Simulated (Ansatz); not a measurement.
## Run report: GaO₂ (charge −1), geometry relaxation

System: GaO₂, charge −1.
Method: RKS PBE0-D4/def2-TZVPPD (Ansatz 0.2.0).

Figures and captions count atoms from 1; the log counts them from 0 in places.

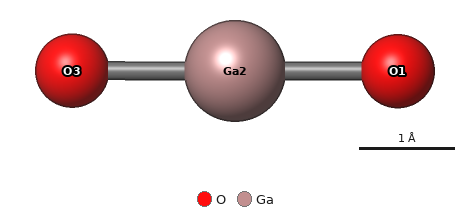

Fig. 1: The starting structure (ball-and-stick view, seen on its broad side; atoms are numbered from 1 in the order of the input). Sticks mark near contacts.

### The input
```yaml
crystal:
  periodic: [false, false, false]
  atoms:
    - { symbol: O, position_ang: [0.0, 0.0, -1.71429114] }
    - { symbol: Ga, position_ang: [0.0, 0.0, -1.0e-08] }
    - { symbol: O, position_ang: [0.0, 0.0, 1.71429115] }
total_charge: -1
basis:
  gaussian: { orbitals: def2-TZVPPD.json }
hamiltonian:
  xc: pbe0
  dispersion: d4
relax:
  f_tol: 0.002
  max_steps: 150
```

Launched with:
```bash
ansatz run input.yaml --threads 4 --pin off --max-ram 10240MiB --backend cpu --events-out ev --progress --plain --runs-dir out
```

### The program's output
```
The last accepted step is kept in [file] (removed where the run ends without a failure and the disk answers)
Engine: ansatz 0.2.0, aarch64-unknown-linux-gnu
Functional definition: PBE0
  parameter a = 0.25
  parameter kappa = 0.804
  parameter beta = 0.06672455060314922
  exchange = (1 - a)*pbe_x(kappa = kappa, mu = beta*pi^2/3) + a*exact_x
  correlation = pbe_c(beta = beta)
792 factors; their error is unknown
mean field evaluation 1: about -56460.8447 eV, gradient 4.0e1 eV
mean field evaluation 2: about -56446.9627 eV, gradient 9.9e1 eV
mean field evaluation 4: about -56463.4226 eV, gradient 1.9e0 eV
mean field evaluation 8: about -56463.6085 eV, gradient 1.3e-2 eV
mean field -56463.60847463 eV, -2074.9993390343 hartree, gradient 2.3e-5 eV, S^2 0.000000; 0 other end points of the search recorded, 0 dependent functions left out
the calculation of the forces begins
reference -56463.60850218 eV, -2074.9993400468 hartree; 24, 24 occupied and 110, 110 virtual orbitals, 792 factors
relax step   1: F+E_penalty+E_count = -56463.65279612 eV  Δ(F+E_penalty+E_count) = +0.000e0 eV  max|allowed force component| = 1.006e0 eV/Å  Δτ_max = 0.0000 Å  (28 SCF iters, accepted)
these checks for a lower state are left out or cut short: starts, cluster_reference, orbital_swaps, neighbouring_geometries, increment
792 factors; their error is unknown
mean field evaluation 16: about -56463.4497 eV, gradient 2.3e0 eV
mean field -56463.63331621 eV, -2075.0002519456 hartree, gradient 1.0e-5 eV, S^2 0.000000; 0 other end points of the search recorded, 0 dependent functions left out
the calculation of the forces begins
reference -56463.63334372 eV, -2075.0002529565 hartree; 24, 24 occupied and 110, 110 virtual orbitals, 792 factors
relax step   2: F+E_penalty+E_count = -56463.67793521 eV  Δ(F+E_penalty+E_count) = -2.514e-2 eV  max|allowed force component| = 4.590e-1 eV/Å  Δτ_max = 0.0171 Å  (32 SCF iters, accepted)
these checks for a lower state are left out or cut short: starts, cluster_reference, orbital_swaps, neighbouring_geometries, increment
792 factors; their error is unknown
mean field -56463.63915136 eV, -2075.0004663832 hartree, gradient 1.8e-5 eV, S^2 0.000000; 0 other end points of the search recorded, 0 dependent functions left out
the calculation of the forces begins
reference -56463.63917883 eV, -2075.0004673928 hartree; 24, 24 occupied and 110, 110 virtual orbitals, 792 factors
relax step   3: F+E_penalty+E_count = -56463.68401695 eV  Δ(F+E_penalty+E_count) = -6.082e-3 eV  max|allowed force component| = 2.697e-2 eV/Å  Δτ_max = 0.0139 Å  (32 SCF iters, accepted)
these checks for a lower state are left out or cut short: starts, cluster_reference, orbital_swaps, neighbouring_geometries, increment
792 factors; their error is unknown
mean field evaluation 32: about -56463.4600 eV, gradient 2.0e-1 eV
mean field -56463.63918687 eV, -2075.0004676881 hartree, gradient 1.4e-5 eV, S^2 0.000000; 0 other end points of the search recorded, 0 dependent functions left out
the calculation of the forces begins
reference -56463.63921434 eV, -2075.0004686979 hartree; 24, 24 occupied and 110, 110 virtual orbitals, 792 factors
relax step   4: F+E_penalty+E_count = -56463.68403478 eV  Δ(F+E_penalty+E_count) = -1.783e-5 eV  max|allowed force component| = 8.888e-3 eV/Å  Δτ_max = 0.0010 Å  (32 SCF iters, accepted)
these checks for a lower state are left out or cut short: starts, cluster_reference, orbital_swaps, neighbouring_geometries, increment
792 factors; their error is unknown
mean field -56463.63918466 eV, -2075.0004676070 hartree, gradient 3.3e-5 eV, S^2 0.000000; 0 other end points of the search recorded, 0 dependent functions left out
the calculation of the forces begins
reference -56463.63921214 eV, -2075.0004686167 hartree; 24, 24 occupied and 110, 110 virtual orbitals, 792 factors
relax step   5: F+E_penalty+E_count = -56463.68403696 eV  Δ(F+E_penalty+E_count) = -2.182e-6 eV  max|allowed force component| = 2.420e-6 eV/Å  Δτ_max = 0.0002 Å  (22 SCF iters, accepted)
```

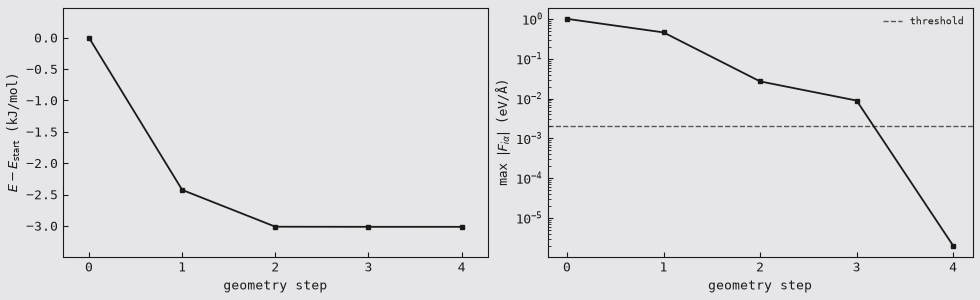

Fig. 2: Progress of the relaxation, step by step (the first geometry is step 0 here and step 1 in the log).

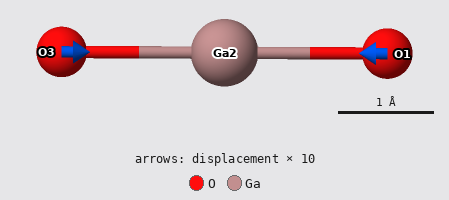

Fig. 3: The starting structure with the displacements as blue arrows, magnified 10 times (ball-and-stick view, seen at a tilt). The two geometries are laid on each other by the best rigid fit. The largest moves after the best rigid fit, 0.030 Å, are those of O1 and O3. Ga stays in place. Distances before and after: Ga2–O3 1.714 → 1.684 Å. Over 4 geometry steps the energy falls by 3.01 kJ/mol. The largest force component goes from 1 to under 0.0001 eV/Å. (Atoms are counted from 1 in the order of the input.)

```
792 factors; their error is unknown
mean field -56463.63918466 eV, -2075.0004676070 hartree, gradient 3.3e-5 eV, S^2 0.000000; 1 other end points of the search recorded, 0 dependent functions left out
the calculation of the forces begins
reference -56463.63921214 eV, -2075.0004686167 hartree; 24, 24 occupied and 110, 110 virtual orbitals, 792 factors
Total energy: -56463.68406443 eV, -2075.0021169083 hartree
Atom 0 at     0.000000    -0.000000    -1.684105 Å, force     0.000000    -0.000000     0.000002 eV/Å
Atom 1 at    -0.000000     0.000000    -0.000000 Å, force    -0.000000     0.000000     0.000000 eV/Å
Atom 2 at     0.000000    -0.000000     1.684105 Å, force     0.000000    -0.000000    -0.000002 eV/Å
Dipole moment:     0.000000    -0.000000    -0.000000 e Å
```

### Trajectory as extended XYZ (Å, eV, eV/Å), 5 frames, from step=1 to step=5
```
3
Properties=species:S:1:pos:R:3:forces:R:3 step=1 energy=-56463.65280
O     0.0000    0.0000   -1.7143    0.0000   0.0000   1.0064
Ga    0.0000    0.0000    0.0000    0.0000   0.0000   0.0000
O     0.0000    0.0000    1.7143    0.0000   0.0000  -1.0064
3
Properties=species:S:1:pos:R:3:forces:R:3 step=2 energy=-56463.67793
O     0.0000    0.0000   -1.6972    0.0000   0.0000   0.4590
Ga    0.0000    0.0000    0.0000    0.0000   0.0000   0.0000
O     0.0000    0.0000    1.6972    0.0000   0.0000  -0.4590
3
Properties=species:S:1:pos:R:3:forces:R:3 step=3 energy=-56463.68402
O     0.0000    0.0000   -1.6834    0.0000   0.0000  -0.0270
Ga    0.0000    0.0000    0.0000    0.0000   0.0000   0.0000
O     0.0000    0.0000    1.6834    0.0000   0.0000   0.0270
3
Properties=species:S:1:pos:R:3:forces:R:3 step=4 energy=-56463.68403
O     0.0000    0.0000   -1.6844    0.0000   0.0000   0.0089
Ga    0.0000    0.0000    0.0000    0.0000   0.0000   0.0000
O     0.0000    0.0000    1.6844    0.0000   0.0000  -0.0089
3
Properties=species:S:1:pos:R:3:forces:R:3 step=5 energy=-56463.68404
O     0.0000    0.0000   -1.6841    0.0000   0.0000   0.0000
Ga    0.0000    0.0000    0.0000    0.0000   0.0000   0.0000
O     0.0000    0.0000    1.6841    0.0000   0.0000   0.0000
```

### Key numbers

| quantity | value |
| --- | --- |
| outcome | converged |
| total energy | −56463.6841 eV |
| mean-field energy | −56463.6392 eV |
| SCF solution under orbital rotations | stable |
| largest force (length of the vector) at the end | under 0.001 eV/Å |
| hardware | 4 threads of Arm Neoverse N1, 98 GiB of memory available, shared host |
| wall time | 10 s (CPU time 36 s) |
| peak memory | 0.24 GiB |
